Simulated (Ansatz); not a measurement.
# SnSe2 (model cell, started as fluorite): following an unstable mode, part 2 of 2

Which phase does SnSe2 (model cell, started as fluorite) fall into along its unstable mode, and how much energy does it gain?

Ansatz 0.2.0; DFT PBEsol, scalar-relativistic, plane waves, PAW.

So far, highest frequency on the path or at a solved wavevector (cm⁻¹): step 2 (phonons on a q mesh) 105. Also lowest frequency on the path (cm⁻¹): step 2 -160.

The structure was built from a prototype and need not be the compound's stable phase.

### 4. The mode frozen in, largest atomic shift 0.45 Å

The atoms are moved along the unstable eigenvector, the largest shift by 0.45 Å, with the cell fixed.

input.yaml

```yaml
crystal:
  lattice:
    - [0.0, 0.0, -6.755646188]
    - [6.755646188, 0.0, 0.0]
    - [3.377823094, -6.755646188, -3.377823094]
  atoms:
    - { symbol: Sn, position: [0.75, 0.25, 0.5] }
    - { symbol: Sn, position: [0.25, 0.75, 0.5] }
    - { symbol: Sn, position: [0.5, 0.5, 0.0] }
    - { symbol: Sn, position: [0.0, 0.0, 0.0] }
    - { symbol: Se, position: [0.625, 0.6916109485, 0.25] }
    - { symbol: Se, position: [0.125, 0.0583890515, 0.25] }
    - { symbol: Se, position: [0.3083890515, 0.875, 0.75] }
    - { symbol: Se, position: [0.9416109485, 0.375, 0.75] }
    - { symbol: Se, position: [0.4416109485, 0.375, 0.75] }
    - { symbol: Se, position: [0.8083890515, 0.875, 0.75] }
    - { symbol: Se, position: [0.125, 0.5583890515, 0.25] }
    - { symbol: Se, position: [0.625, 0.1916109485, 0.25] }
kpoints:
  mp_grid: { grid: [6, 6, 6] }
hamiltonian:
  xc: pbesol
scf:
  occupations: { method: methfessel_paxton, width: 0.2 }
output:
  forces: true
  stress: true
  eigenvalues: true
```

Command:

```bash
$ ansatz run input.yaml --threads 4 --pin off --max-ram 7168MiB --backend cpu --events-out ev --progress --plain --runs-dir out
```

Numbers of over 12 decimals in the logs are rounded to 6 here.

The log of the run:

```text
[...]
Crystal: 12 atoms, lattice volume = 308.319 Å³
Basis set: ecut = 420 eV, 6063 PW (Γ), exchange–correlation on 96×96×120 points (8 copies of the dense FFT grid, shifted against one another)
Bands: 111, of which v1, the nominal top of the filled ones, is band 92 counted from 1 (91 counted from 0)
Symmetry: 16 space group operations
[...]
k-points: 30 of 216
[...]
k-point 0: bands = [... 88 lower, 8.1643, 8.5782, 8.6590, 8.7087, 8.7087, 8.9417, 10.3052, 10.3052, ... 15 higher]
  k-point 1: bands = [... 88 lower, 7.9855, 8.3671, 8.5199, 8.6810, 8.6810, 9.0642, 10.0478, 10.3099, ... 15 higher]
  k-point 2: bands = [... 88 lower, 8.3235, 8.4896, 8.4896, 8.6171, 8.6171, 9.1264, 9.2629, 9.9409, ... 15 higher]
  k-point 29: bands = [... 88 lower, 7.1557, 7.1557, 8.0316, 8.0316, 9.2777, 9.2777, 9.6313, 9.6313, ... 15 higher]
[key lines of the parts left out:]
SCF converged after 6 iterations
Free energy (F): -67192.990345 eV
Fermi energy:    8.589759 eV
P = ⅓ Tr σ = 1.0991 GPa (10.991 kbar)
```

Wall time 14 s (4 threads of Arm Neoverse V1, shared host); peak memory 1.4 GiB; 54 s of CPU time.

This step gave:

```
pressure                         : 1.099 GPa
energy from the undistorted cell : -95.89 meV/atom
```

The energy, extrapolated to zero smearing, is -95.89 meV/atom against the undistorted cell.

The run ends at a pressure of 1.10 GPa, with forces up to 0.0073 eV/Å.

### 5. Energy along the mode, all amplitudes (two of the runs are shown above)

An imaginary frequency means negative curvature, so the energy should fall and then rise again as anharmonic terms take over.

Numbers from this step:

```yaml
depth_at_the_lowest_point_sampled: 95.89 meV/atom
largest_atomic_shift_at_that_point: 0.45 Å
```

Energy from the parent against largest atomic shift:

```
largest atomic shift (Å)  energy from the parent (meV/atom)
                   0.000                                  0
                   0.040                                 -2
                   0.080                              -7.99
                   0.140                              -23.7
                   0.220                              -50.6
                   0.320                              -79.8
                   0.450                              -95.9
                   0.600                              -75.5
```

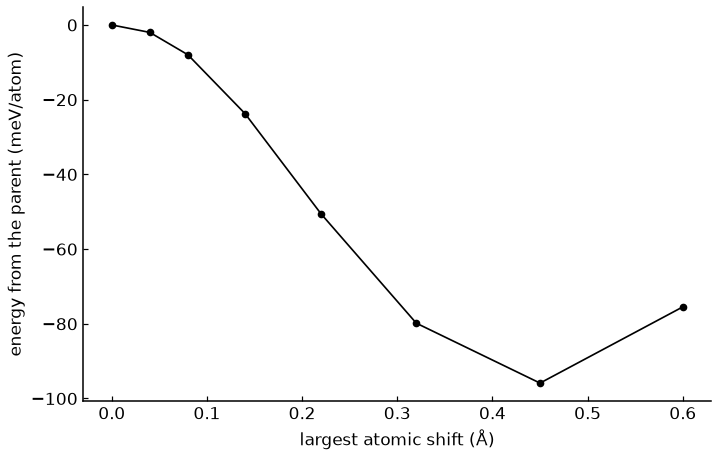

Energy from the parent, plotted against largest atomic shift.

Displacement at unit largest shift by atom:

```
atom  x (Å)  y (Å)  z (Å)  size
 Sn1   0.00   0.00   0.00  0.00
 Sn2   0.00   0.00   0.00  0.00
 Sn3   0.00   0.00   0.00  0.00
 Sn4   0.00   0.00   0.00  0.00
 Se5   1.00   0.00   0.00  1.00
 Se6  -1.00   0.00   0.00  1.00
 Se7   0.00   0.00   1.00  1.00
 Se8   0.00   0.00  -1.00  1.00
 Se9   0.00   0.00  -1.00  1.00
Se10   0.00   0.00   1.00  1.00
Se11  -1.00   0.00   0.00  1.00
Se12   1.00   0.00   0.00  1.00
```

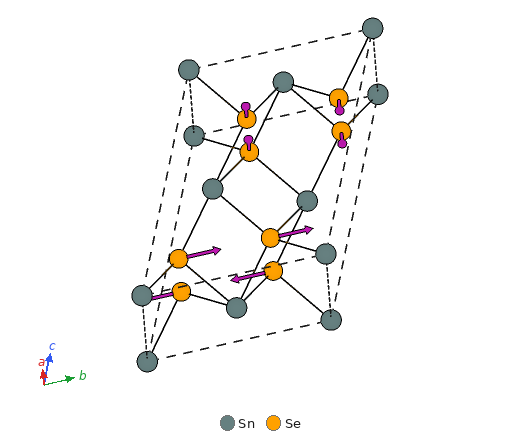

Displacement at unit largest shift as arrows, the longest 1 Å. Some periodic images of atoms are drawn too.

The lowest of the steps tried is at 0.45 Å, 95.9 meV/atom below the parent; the bottom of the well need not coincide with a step.

### 6. Relaxing from the distorted cell

Starting from the lowest point found, all atoms and the cell are let go, so that strain and other modes of the same symmetry can join in.

input.yaml: that of step 4 with these lines changed.

```diff
@@ -28 +28,6 @@
   eigenvalues: true
+relax:
+  adjacent_minimum: "off"
+  f_tol: 0.002
+  max_steps: 120
+  cell: { stress_tol: 0.03 }
```

The log of the run:

```text
[...]
Crystal: 12 atoms, lattice volume = 308.319 Å³
Basis set: ecut = 420 eV, 6063 PW (Γ), exchange–correlation on 96×96×120 points (8 copies of the dense FFT grid, shifted against one another)
Bands: 111, of which v1, the nominal top of the filled ones, is band 92 counted from 1 (91 counted from 0)
Symmetry: 16 space group operations
[...]
k-points: 30 of 216
[...]
SCF iter   1: F=—  HF=-67193.000787 eV  |F-HF|=—  |Δ(HF+E_count)|=         —  Δρ=2.68e-3  dr2=2.10e-2  ethr=1.77e-3  ⟨swp⟩=7.2  Hψ=12833  notcnv=0
[...]
SCF iter   6: F=-67192.990345 eV  HF=-67192.990345 eV  |F-HF|=3.86e-8  |Δ(HF+E_count)|=   2.95e-7  S|Δr|=    0.00e0  Δρ=3.86e-6  dr2=5.74e-8  ethr=5.43e-11  ⟨swp⟩=10.4  Hψ=16393  notcnv=0
SCF 1 converged in 6 iterations: F = -67192.990345 eV  dr2 = 5.74e-8
[...]
relax step   1: F+E_penalty+E_count = -67192.99034538 eV  Δ(F+E_penalty+E_count) = +0.000e0 eV  max|allowed force component| = 7.328e-3 eV/Å  Δτ_max = 0.0000 Å  P = +1.099 GPa  Ω = 308.319 Å³  (6 SCF iters, dr2 threshold 1.00e-7 eV, accepted)
Crystal: 12 atoms, lattice volume = 322.700 Å³
Basis set: ecut = 420 eV, 6355 PW (Γ), exchange–correlation on 96×96×120 points (8 copies of the dense FFT grid, shifted against one another)
[...]
SCF iter   5: F=-67193.064333 eV  HF=-67193.064333 eV  |F-HF|=3.09e-7  |Δ(HF+E_count)|=   1.23e-5  S|Δr|=    0.00e0  Δρ=1.61e-5  dr2=7.18e-7  ethr=6.52e-10  ⟨swp⟩=5.5  Hψ=18233  notcnv=0
SCF 2 converged in 5 iterations: F = -67193.064333 eV  dr2 = 7.18e-7
[...]
relax step   2: F+E_penalty+E_count = -67193.06433293 eV  Δ(F+E_penalty+E_count) = -7.399e-2 eV  max|allowed force component| = 1.574e-2 eV/Å  Δτ_max = 0.0392 Å  P = -0.937 GPa  Ω = 322.700 Å³  energy of the carried Pulay correction = -2.948e-3 eV  (5 SCF iters, dr2 threshold 1.20e-6 eV, accepted)
Crystal: 12 atoms, lattice volume = 331.376 Å³
Basis set: ecut = 420 eV, 6481 PW (Γ), exchange–correlation on 96×96×120 points (8 copies of the dense FFT grid, shifted against one another)
[...]
SCF iter   5: F=-67193.225652 eV  HF=-67193.225652 eV  |F-HF|=3.71e-8  |Δ(HF+E_count)|=   1.08e-5  S|Δr|=    0.00e0  Δρ=1.33e-5  dr2=3.74e-7  ethr=6.52e-10  ⟨swp⟩=7.3  Hψ=21844  notcnv=0
SCF 3 converged in 5 iterations: F = -67193.225652 eV  dr2 = 3.74e-7
relax step   3: F+E_penalty+E_count = -67193.22565169 eV  Δ(F+E_penalty+E_count) = -1.613e-1 eV  max|allowed force component| = 1.276e-2 eV/Å  Δτ_max = 0.0074 Å  P = -1.573 GPa  Ω = 331.376 Å³  energy of the carried Pulay correction = -4.663e-3 eV  (5 SCF iters, dr2 threshold 1.20e-6 eV, accepted)
[... from here on, the SCF cycles and remarks between the steps are left out ...]
relax step   4: F+E_penalty+E_count = -67193.39923302 eV  Δ(F+E_penalty+E_count) = -1.736e-1 eV  max|allowed force component| = 8.824e-2 eV/Å  Δτ_max = 0.0006 Å  P = -1.375 GPa  Ω = 334.076 Å³  energy of the carried Pulay correction = -5.187e-3 eV  (5 SCF iters, dr2 threshold 1.20e-6 eV, accepted)
relax step   5: F+E_penalty+E_count = -67193.62968632 eV  Δ(F+E_penalty+E_count) = -2.305e-1 eV  max|allowed force component| = 1.874e-1 eV/Å  Δτ_max = 0.0018 Å  P = -1.351 GPa  Ω = 337.889 Å³  energy of the carried Pulay correction = -5.919e-3 eV  (5 SCF iters, dr2 threshold 1.20e-6 eV, accepted)
relax step   6: F+E_penalty+E_count = -67194.00493766 eV  Δ(F+E_penalty+E_count) = -3.753e-1 eV  max|allowed force component| = 3.547e-1 eV/Å  Δτ_max = 0.0507 Å  P = -0.026 GPa  Ω = 330.205 Å³  energy of the carried Pulay correction = -4.434e-3 eV  (6 SCF iters, dr2 threshold 1.20e-6 eV, accepted)
relax step   7: F+E_penalty+E_count = -67194.43459446 eV  Δ(F+E_penalty+E_count) = -4.297e-1 eV  max|allowed force component| = 1.578e-1 eV/Å  Δτ_max = 0.1625 Å  P = +0.444 GPa  Ω = 324.002 Å³  energy of the carried Pulay correction = -3.208e-3 eV  (6 SCF iters, dr2 threshold 1.20e-6 eV, accepted)
relax step   8: F+E_penalty+E_count = -67194.43252155 eV  Δ(F+E_penalty+E_count) = +2.073e-3 eV  max|allowed force component| = 6.132e-2 eV/Å  Δτ_max = 0.1977 Å  P = -0.494 GPa  Ω = 316.959 Å³  energy of the carried Pulay correction = -1.787e-3 eV  (6 SCF iters, dr2 threshold 1.20e-6 eV, rejected (line search))
relax step   9: F+E_penalty+E_count = -67194.55715255 eV  Δ(F+E_penalty+E_count) = -1.226e-1 eV  max|allowed force component| = 1.379e-2 eV/Å  Δτ_max = 0.0875 Å  P = -0.140 GPa  Ω = 321.864 Å³  energy of the carried Pulay correction = -2.780e-3 eV  (9 SCF iters, accepted)
relax step  10: F+E_penalty+E_count = -67194.57120184 eV  Δ(F+E_penalty+E_count) = -1.405e-2 eV  max|allowed force component| = 1.392e-2 eV/Å  Δτ_max = 0.0356 Å  P = -0.037 GPa  Ω = 318.838 Å³  energy of the carried Pulay correction = -2.169e-3 eV  (5 SCF iters, dr2 threshold 9.37e-7 eV, accepted)
relax step  11: F+E_penalty+E_count = -67194.56971054 eV  Δ(F+E_penalty+E_count) = +1.491e-3 eV  max|allowed force component| = 1.954e-2 eV/Å  Δτ_max = 0.0249 Å  P = -0.101 GPa  Ω = 319.964 Å³  energy of the carried Pulay correction = -2.397e-3 eV  (6 SCF iters, dr2 threshold 2.25e-8 eV, rejected (line search))
relax step  12: F+E_penalty+E_count = -67194.57189663 eV  Δ(F+E_penalty+E_count) = -6.948e-4 eV  max|allowed force component| = 2.180e-3 eV/Å  Δτ_max = 0.0116 Å  P = +0.086 GPa  Ω = 318.663 Å³  energy of the carried Pulay correction = -2.134e-3 eV  (7 SCF iters, accepted)
relax step  13: F+E_penalty+E_count = -67194.57193770 eV  Δ(F+E_penalty+E_count) = -4.108e-5 eV  max|allowed force component| = 2.239e-4 eV/Å  Δτ_max = 0.0005 Å  P = +0.001 GPa  Ω = 319.098 Å³  energy of the carried Pulay correction = -2.222e-3 eV  (4 SCF iters, dr2 threshold 3.36e-8 eV, accepted)
relax step  14: F+E_penalty+E_count = -67194.59129494 eV  Δ(F+E_penalty+E_count) = -1.936e-2 eV  max|allowed force component| = 1.238e-3 eV/Å  Δτ_max = 0.0000 Å  P = +0.095 GPa  Ω = 319.098 Å³  stress off target by 1.51e-1 GPa  SCF on the basis re-selected at this cell (its energy is not comparable with the rows above)  (7 SCF iters)
relax step  15: F+E_penalty+E_count = -67194.59176196 eV  Δ(F+E_penalty+E_count) = -4.670e-4 eV  max|allowed force component| = 8.339e-4 eV/Å  Δτ_max = 0.0052 Å  P = +0.014 GPa  Ω = 319.975 Å³  energy of the carried Pulay correction = -1.388e-4 eV  (5 SCF iters, dr2 threshold 5.69e-8 eV, accepted)
[...]
SCF iter   5: F=-67194.591901 eV  HF=-67194.591901 eV  |F-HF|=1.46e-11  |Δ(HF+E_count)|=  4.51e-10  S|Δr|=    0.00e0  Δρ=5.34e-8  dr2=8.62e-12  ethr=1.00e-12  ⟨swp⟩=3.9  Hψ=15819  notcnv=0
SCF 16 converged in 5 iterations: F = -67194.591901 eV  dr2 = 8.62e-12
relax step  16: F+E_penalty+E_count = -67194.59190085 eV  Δ(F+E_penalty+E_count) = -1.389e-4 eV  max|allowed force component| = 8.285e-4 eV/Å  Δτ_max = 0.0000 Å  P = +0.014 GPa  Ω = 319.975 Å³  stress off target by 1.84e-2 GPa  SCF on the basis re-selected at this cell (its energy is not comparable with the rows above)  (5 SCF iters)
[...]
SCF converged after 5 iterations
[...]
Free energy (F): -67194.591901 eV
[...]
Internal energy: -67194.586678 eV  (E = F + TS)
E sigma→0 (E₀):  -67194.590595 eV
Entropy (-TS):   -0.005223 eV (-0.435 meV/atom)
Fermi energy:    8.352457 eV
[...]
--- Forces (eV/Å), atoms counted from 1 ---
  atom   1  Sn     0.00000000     0.00000000     0.00000000
  atom   2  Sn     0.00000000     0.00000000     0.00000000
  atom   3  Sn     0.00000000    -0.00000000     0.00000000
  atom   4  Sn    -0.00000000    -0.00000000     0.00000000
  atom   5  Se    -0.00082847     0.00000000     0.00000000
  atom   6  Se     0.00082847     0.00000000     0.00000000
  atom   7  Se     0.00000000    -0.00000000    -0.00082847
  atom   8  Se     0.00000000     0.00000000     0.00082847
  atom   9  Se     0.00000000    -0.00000000     0.00082847
  atom  10  Se     0.00000000     0.00000000    -0.00082847
  atom  11  Se     0.00082847     0.00000000     0.00000000
  atom  12  Se    -0.00082847     0.00000000     0.00000000
  max |Σ_I F_I| component: 4.34e-18 eV/Å
--- Stress (GPa, compression-positive) ---
        0.011852       0.000000       0.000000
        0.000000       0.018397       0.000000
        0.000000       0.000000       0.011852
  P = ⅓ Tr σ = 0.0140 GPa (0.140 kbar)
--- Band table (eV; the first three rows and the last of 30) ---
  k-point 0: bands = [... 88 lower, 7.4465, 7.6439, 8.0541, 8.0541, 9.1485, 9.2579, 9.6285, 10.1227, ... 15 higher]
  k-point 1: bands = [... 88 lower, 7.8323, 8.0235, 8.7708, 8.7708, 8.7786, 8.8536, 9.3326, 9.7696, ... 15 higher]
  k-point 2: bands = [... 88 lower, 7.9592, 7.9775, 8.3039, 8.4841, 8.5497, 9.2268, 9.4291, 9.5272, ... 15 higher]
  k-point 29: bands = [... 88 lower, 7.7990, 7.7990, 8.2709, 8.2709, 8.9209, 8.9209, 10.6372, 10.6372, ... 15 higher]
--- Relaxed structure (14 steps of the walk, 12 accepted, 2 SCFs on fresh bases) ---
  F+E_penalty+E_count = -67194.59190085 eV   max|allowed force component| = 8.285e-4 eV/Å   (the final SCF, on the basis selected at the relaxed cell)
  cell:  # Å, volume = 319.9751 Å³
    - [0.0, 0.0, -7.710538]
    - [7.710538, 0.0, 0.0]
    - [3.855269, -5.382040, -3.855269]
  atoms:
    - { symbol: Sn, position: [0.75, 0.25, 0.5] }
    - { symbol: Sn, position: [0.25, 0.75, 0.5] }
    - { symbol: Sn, position: [0.5, 0.5, 0] }
    - { symbol: Sn, position: [8.104659152780054e-19, 0, 0] }
    - { symbol: Se, position: [0.625, 0.650771, 0.25] }
    - { symbol: Se, position: [0.125, 0.099229, 0.25] }
    - { symbol: Se, position: [0.349229, 0.875000, 0.750000] }
    - { symbol: Se, position: [0.900771, 0.375000, 0.750000] }
    - { symbol: Se, position: [0.400771, 0.375000, 0.750000] }
    - { symbol: Se, position: [0.849229, 0.875000, 0.750000] }
    - { symbol: Se, position: [0.125, 0.599229, 0.25] }
    - { symbol: Se, position: [0.625, 0.150771, 0.25] }
```

Wall time 5 min (4 threads); peak memory 1.5 GiB.

Step by step:

```
step  energy less that of the first step (eV)  largest force component (eV/Å)  pressure (GPa)  volume (Å³)
   1                                   0.0000                          0.0073            1.10       308.32
   2                                  -0.0740                          0.0157           -0.94       322.70
   3                                  -0.2353                          0.0128           -1.57       331.38
   4                                  -0.4089                          0.0882           -1.38       334.08
   5                                  -0.6393                          0.1874           -1.35       337.89
   6                                  -1.0146                          0.3547           -0.03       330.21
   7                                  -1.4442                          0.1578            0.44       324.00
   8                                  -1.4422                          0.0613           -0.49       316.96
   9                                  -1.5668                          0.0138           -0.14       321.86
  10                                  -1.5809                          0.0139           -0.04       318.84
  11                                  -1.5794                          0.0195           -0.10       319.96
  12                                  -1.5816                          0.0022            0.09       318.66
  13                                  -1.5816                          0.0002            0.00       319.10
 14*                                  -1.6010                          0.0012            0.10       319.10
  15                                  -1.6014                          0.0008            0.01       319.98
 16*                                  -1.6016                          0.0008            0.01       319.98
```

Relaxation steps marked * repeat the geometry before them on a plane-wave basis chosen anew for their cell, so energy and pressure can jump there. Relaxation steps 8, 11 were tried and not accepted.

Forces are held to the 16 operations that the run works with; a distortion that breaks them can't arise in this run.

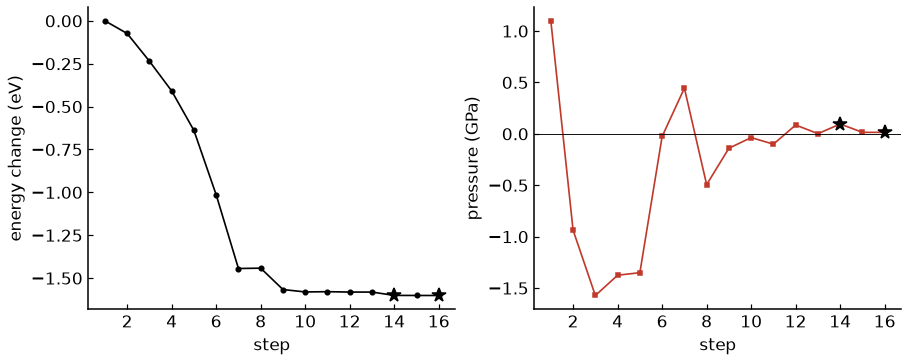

Energy and pressure along the relaxation. Stars mark steps on a basis chosen anew.

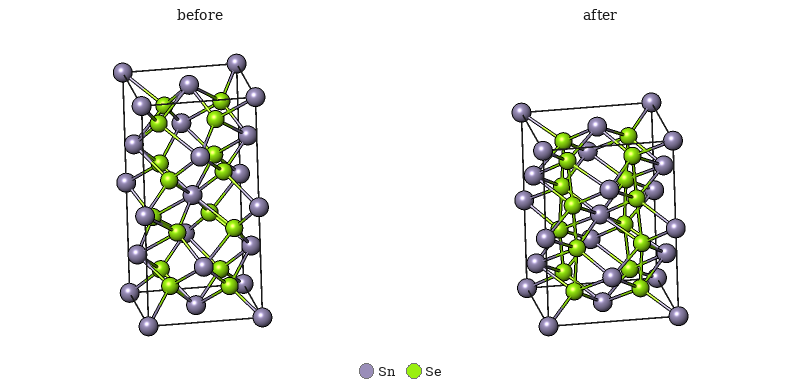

The structure before and after the relaxation, drawn at the same scale.

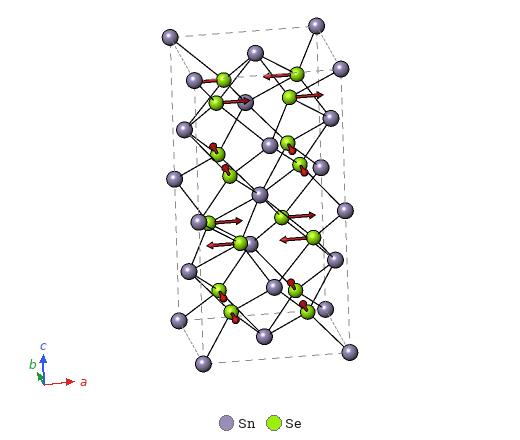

Displacements in the relaxation, exaggerated, measured against the changing cell; the longest in the cell stands for 0.31 Å. Some periodic images of atoms are drawn too.

```
     cell as run  before  after   change
           a (Å)   6.756  7.711  +14.1 %
           b (Å)   6.756  7.711  +14.1 %
           c (Å)   8.274  7.661   -7.4 %
           α (°)   65.91  59.79   -9.3 %
           β (°)   65.91  59.79   -9.3 %
volume (Å³/atom)   25.69  26.66   +3.8 %
```

The atoms that moved most (Å, as changes of fractional coordinates times the final cell):

```
atom      dx     dy      dz  length
Se10   0.000  0.000  -0.315   0.315
Se12  -0.315  0.000   0.000   0.315
 Se7   0.000  0.000  -0.315   0.315
 Se6   0.315  0.000   0.000   0.315
Se11   0.315  0.000   0.000   0.315
 Se9   0.000  0.000   0.315   0.315
 Se8   0.000  0.000   0.315   0.315
 Se5  -0.315  0.000   0.000   0.315
```

The relaxed structure:

```
Sn Se
1.0
     0.00000    0.00000   -7.71054
     7.71054    0.00000    0.00000
     3.85527   -5.38204   -3.85527
Sn Se
4 8
Direct
  0.75000 0.25000 0.50000
  0.25000 0.75000 0.50000
  0.50000 0.50000 0.00000
  0.00000 0.00000 0.00000
  0.62500 0.65077 0.25000
  0.12500 0.09923 0.25000
  0.34923 0.87500 0.75000
  0.90077 0.37500 0.75000
  0.40077 0.37500 0.75000
  0.84923 0.87500 0.75000
  0.12500 0.59923 0.25000
  0.62500 0.15077 0.25000
```

Numbers from this step:

| Quantity | Value |
| --- | --- |
| pressure | 0.01403 GPa |
| volume per atom | 26.66 Å³ |

The distorted start has space group I4_1/acd; the relaxation ends in I4_1/acd.

### 7. The phases reached

The phases reached along the modes that were followed are set side by side.

Energies are those of the first relaxation, on the mesh of the frozen mode; space group, volume and gap are those of the last relaxation. Phases, by row:

```
                    mode frozen in  space group  energy from parent (meV/atom)  volume (Å³/atom)  gap on mesh (eV)  lowest zone-centre optical mode (cm⁻¹)  largest shift (Å)
                            parent        Fm-3m                              0             25.69                 0                                       –                  –
    q = (0, -0.5, -0.5), 160i cm⁻¹     P4_2/nmc                         -332.7             28.41                 0                                    33.1              1.101
q = (0.25, -0.5, -0.25), 114i cm⁻¹     I4_1/acd                         -229.3             26.66                 0                                       –              0.199
```

### 8. Summary of results

```json
{
  "unstable mode of the parent": "q = (0.25, -0.5, -0.25), 114i cm⁻¹",
  "depth at the lowest point sampled": "95.9 meV/atom",
  "largest atomic shift at that point": "0.45 Å",
  "space group reached (within 0.01 Å)": "I4_1/acd",
  "energy gained over the parent (first relaxation, on the mesh of the frozen mode)": "229 meV/atom",
  "volume per atom, phase reached": "26.7 Å³"
}
```

In words: Along this mode the structure falls into I4_1/acd, 229 meV/atom below the parent. At the parent's cell the well is 95.89 meV/atom deep on the steps tried, with its lowest point at a shift of 0.45 Å. Relaxing atoms and cell changes the gain by +133.42 meV/atom against the lowest step (energies at zero smearing). The modes of the phase reached were not computed on this path. Of the 2 patterns followed to their end from this parent, this one ends 103 meV/atom above the lowest, P4_2/nmc. Each path keeps the symmetry of its pattern, so a lower phase may lie along a pattern not tried. With no gap, or one that is small against the smearing, the frequencies hang on the k mesh and the smearing, most of all near Kohn anomalies. Spin-orbit coupling is left out, which can matter for the heavy elements here. A phonon run warned that its eigensolver left some bands unconverged in a pass. The starting cell was built on a prototype and not taken from a measurement, so the phase need not exist.

[Logs are printed without paths, hosts, clocks, repeated set-up lines and the standing remarks that a program may print on its own settings, such as how far it seeks lower states.]

[Hosts, paths, dates, database ids (printed as entryN), source tags and the programs' standing remarks are cut or masked in the printed files.]
